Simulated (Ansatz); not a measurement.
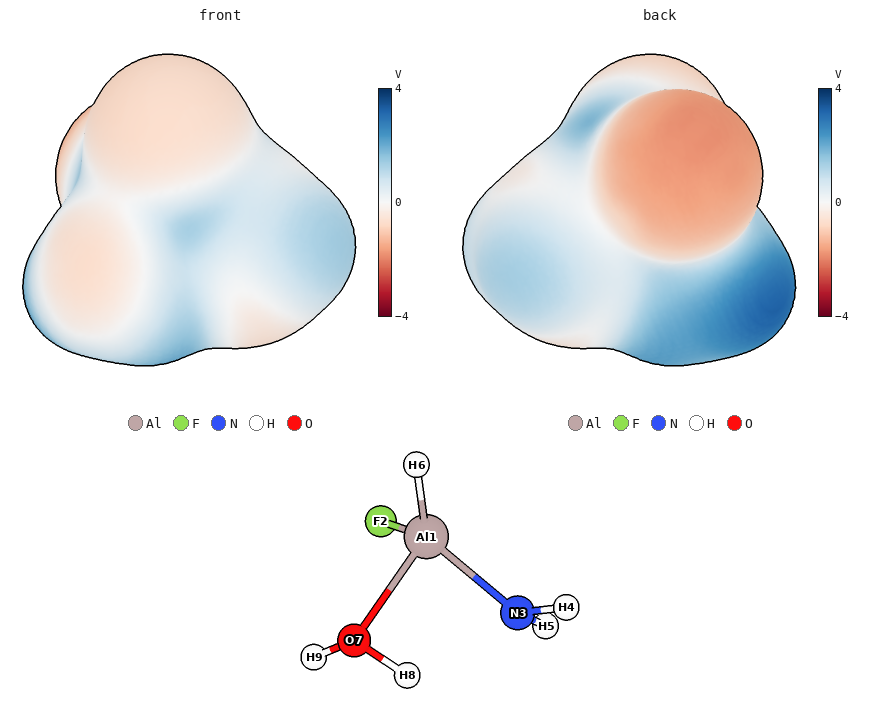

AlFH5NO. The electrostatic potential painted on the density surface at 0.002 e/bohr³, seen from the front and from behind; red is negative and blue positive. The bare structure is drawn below in the same view.

Computed with RKS B3LYP/cc-pVDZ in Ansatz.

Input

```
crystal:
  periodic: [false, false, false]
  atoms:
    - { symbol: Al, position_ang: [0.070006, 0.525394, -0.330465] }
    - { symbol: F, position_ang: [-0.020947, -0.224765, 2.451888] }
    - { symbol: "N", position_ang: [1.656654, 0.070161, -1.007965] }
    - { symbol: H, position_ang: [1.814682, -0.76977, -1.558464] }
    - { symbol: H, position_ang: [2.545489, 0.521356, -0.811326] }
    - { symbol: H, position_ang: [-1.262651, -0.234742, -0.68815] }
    - { symbol: O, position_ang: [-0.086671, 1.997062, 0.640138] }
    - { symbol: H, position_ang: [0.668576, 2.590491, 0.739548] }
    - { symbol: H, position_ang: [-0.188537, 0.689615, 2.406095] }
basis:
  gaussian: { orbitals: cc-pVDZ }
hamiltonian:
  xc: b3lyp
relax:
  f_tol: 0.03
  max_steps: 50
output:
  orbitals: {}
```

Run with:

```sh
ansatz run input.yaml --threads 2 --pin off --max-ram 3072MiB --backend cpu --events-out ev --progress --plain --runs-dir out
```

The fields are those of the run's last geometry, not of the input's.

> Describe the electrostatic potential map.

The most negative region (about −1.8 V, or −42 kcal/mol for a unit charge) lies over F2, the most positive (about +3.1 V, or +71 kcal/mol for a unit charge) over H9.
